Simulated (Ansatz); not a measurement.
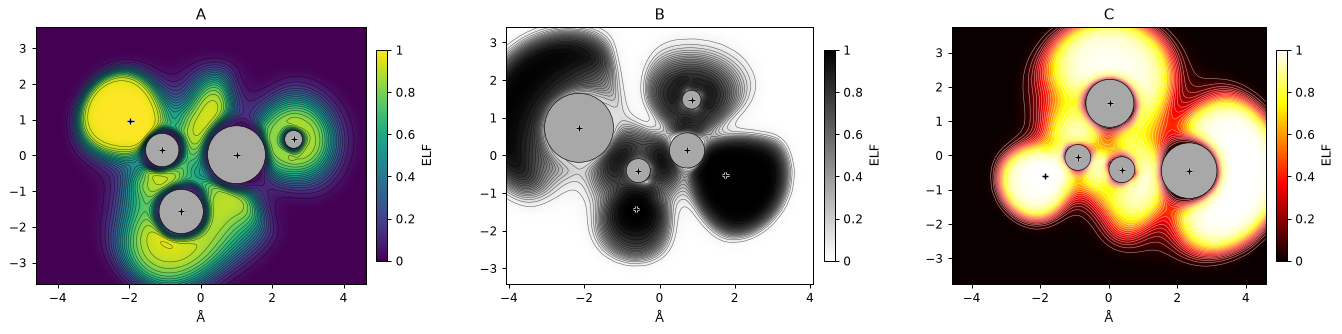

The ELF of 3 systems, each on a plane through atoms (crosses mark nuclei in the plane; grey discs cover the cores).

Method: Ansatz, isolated molecule in a Gaussian basis; Kohn-Sham density functional theory, functional PBE0.

System 1: BFGaH₂N (SMILES FB[NH][Ga]), the molecular plane. Geometry: B3LYP-D3(BJ)/def2-SVP.

```yaml
atoms:
  - { symbol: B, position_ang: [2.6431, 0.9467, -2.4803] }
  - { symbol: F, position_ang: [3.7438, 1.6728, -2.7864] }
  - { symbol: Ga, position_ang: [4.5825, -1.2305, -2.1864] }
  - { symbol: N, position_ang: [2.8232, -0.4089, -2.1745] }
  - { symbol: H, position_ang: [1.5789, 1.5214, -2.4930] }
  - { symbol: H, position_ang: [1.9761, -0.9289, -1.9484] }
```

System 2: C₂HAlSi (SMILES [Al][C]1=[Si]=C1), the molecular plane. Geometry: B3LYP/6-31G*.

```xyz
5

C     1.5505    0.4077   -1.6505
C     1.4994   -0.9162   -1.5088
Al    1.9754    2.2452   -2.1977
Si    2.7750   -0.6201   -2.7944
H     0.9245   -1.6039   -0.8928
```

System 3: AlBFHP (SMILES [F][Al]1[BH][P]1) (doublet), the molecular plane. Geometry: PBE0-D3(BJ)/def2-SVP.

```yaml
atoms:
  - { symbol: Al, position_ang: [-1.4244, -2.3535, -0.9529] }
  - { symbol: B, position_ang: [-0.5455, -1.1800, 0.5270] }
  - { symbol: F, position_ang: [-2.5663, -3.1043, -1.8868] }
  - { symbol: P, position_ang: [0.7106, -1.9613, -0.4970] }
  - { symbol: H, position_ang: [-0.8289, -0.4630, 1.4487] }
```

**Which map belongs to which system?**

Panel A is system 3, AlBFHP: the plane holds Al, B, F, P and H. Al–F (1.66 Å): the ELF peaks at about 0.85 in the valence shell of F, 0.6 Å from its nucleus, and is about 0.35 at the midpoint. Panel B is system 1, BFGaH₂N: the plane holds B, F, Ga, N and H. B–F (1.35 Å): the ELF peaks at about 0.85 between the atoms; a polar covalent bond. Panel C is system 2, C₂HAlSi: the plane holds C, Al, Si and H. C–C (1.33 Å): the ELF peaks at about 0.95 between the atoms: a short, multiple covalent bond.
